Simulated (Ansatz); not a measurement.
**AlF₂H: density, localisation and related maps**

```csv
atom,x (Å),y (Å),z (Å)
Al,0.0000,0.0000,0.0013
H,0.0000,0.0000,1.5670
F,1.4111,0.0000,-0.8492
F,-1.4111,0.0000,-0.8492
```

Theory: Ansatz 0.2.0, RKS B3LYP-D4/6-31G*.

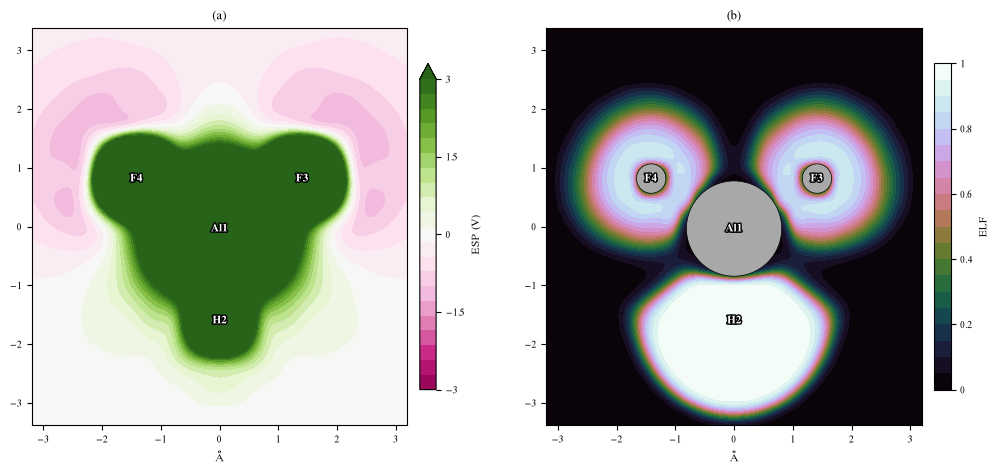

Figure 1. (a) molecular electrostatic potential; (b) ELF on the molecular plane. Grey discs cover the atomic cores in the ELF map.

### What does the map show?

The plane passes through Al, H and F nuclei. Al–F (1.65 Å): the ELF peaks at about 0.85 in the valence shell of F, 0.6 Å from its nucleus, and is about 0.35 at the midpoint. Al–H (1.57 Å): the ELF climbs to about 1 towards the hydrogen. The ELF also peaks beside F4 and F3, away from the bonds: lone-pair regions. Outside the dense part of the molecule the potential is most negative (−1.2 V) near F3 and F4.

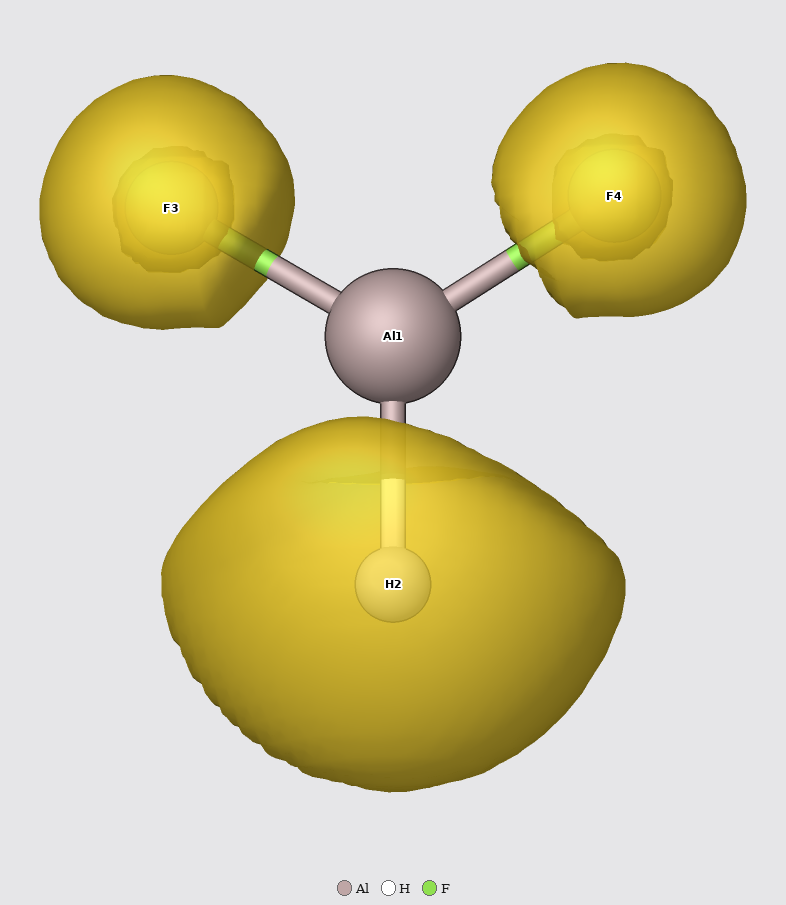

Figure 2. Isosurface of the ELF at 0.75 (yellow), seen at a tilt. Only the valence region is drawn (cores and ρ < 0.01 e/Å³ removed).

### Where are the electrons localised?

At this value the surface marks out one region around a hydrogen nucleus and two regions wrapped around F (the valence shell of each).

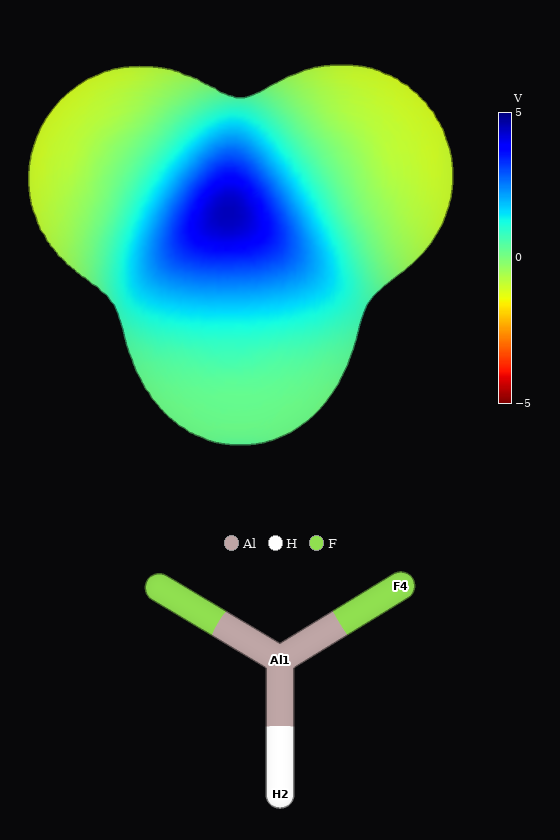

Figure 3. The electrostatic potential painted on the density surface at 0.002 e/bohr³, seen across its widest extent; red is negative and blue positive. The bare structure is drawn below in the same view.

### Which sites attract a positive test charge, and which a negative one?

A positive charge is drawn to the negative regions and a negative charge to the positive ones. The most negative region (about −1.1 V, or −25 kcal/mol for a unit charge) lies over F3 and F4, the most positive (about +4.4 V, or +101 kcal/mol for a unit charge) over Al1.

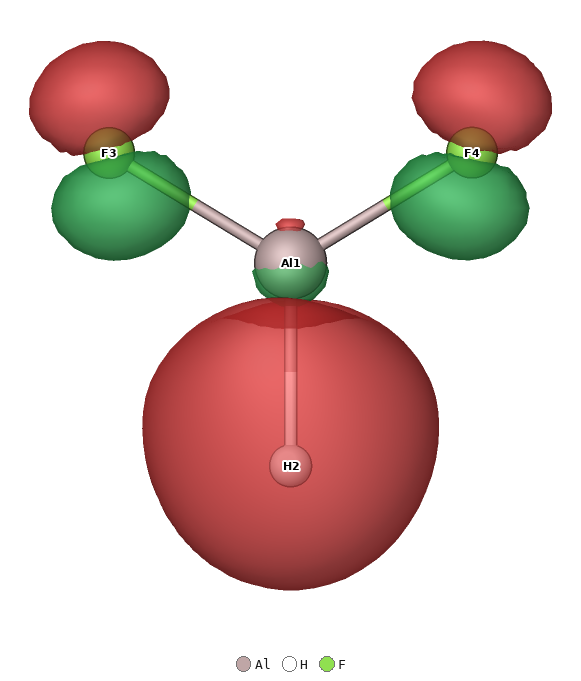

Figure 4. One frontier orbital at ±0.15 Å⁻³ᐟ² (green and red are the two phases), seen at a tilt.

### Which orbital is it: HOMO or LUMO?

The HOMO, at −9.69 eV. Its weight (Hirshfeld) is mainly on H2 (about 45 %), Al1 (about 30 %), F3 (about 10 %) and F4 (about 10 %); it is symmetric in the molecular plane (an in-plane orbital: σ, lone-pair or in-plane π type).
